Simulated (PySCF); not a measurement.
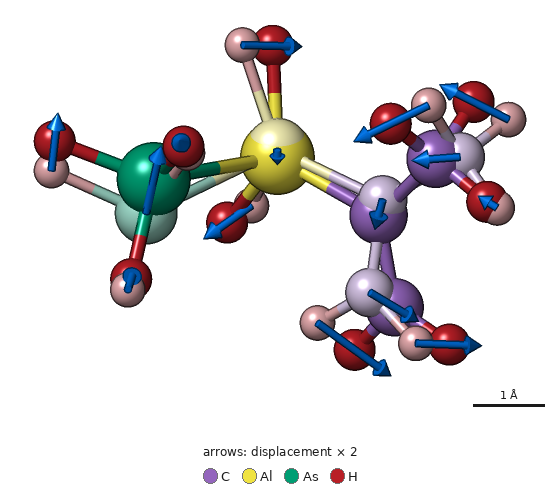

A relaxation of C3H10AlAs. The starting structure is drawn faded, the final one solid; blue arrows show the displacements, 2 times their true length. The two geometries are superimposed by the best rigid fit.

Style: ball-and-stick. Shown at a tilt.

The start comes from GFN2-xTB. Its atoms were then displaced at random by about 0.01 Å.

Computed with PBE0-D3(BJ)/def2-SVP geometry optimisation, gas phase (PySCF). 

Question: What did the optimiser do to the structure, and how much energy did it gain?

Answer: After 17 geometry steps the energy has fallen by 50.6 kJ/mol. The largest move after the best rigid fit is that of an H atom, 0.72 Å. By element the largest moves are H 0.72 Å, As 0.59 Å, C 0.46 Å, Al 0.13 Å. Near-neighbour distances that change, for instance: Al–H 1.554 → 1.600 Å, Al–As 2.610 → 2.646 Å, C–H 1.066 → 1.097 Å, Al–C 2.012 → 1.982 Å. Bond angles that change, for instance: Al–As–H 87.8° → 116.4°, Al–As–H 141.0° → 115.7°, C–C–Al 103.3° → 117.7°. Groups turn about Al–C by about 30°.
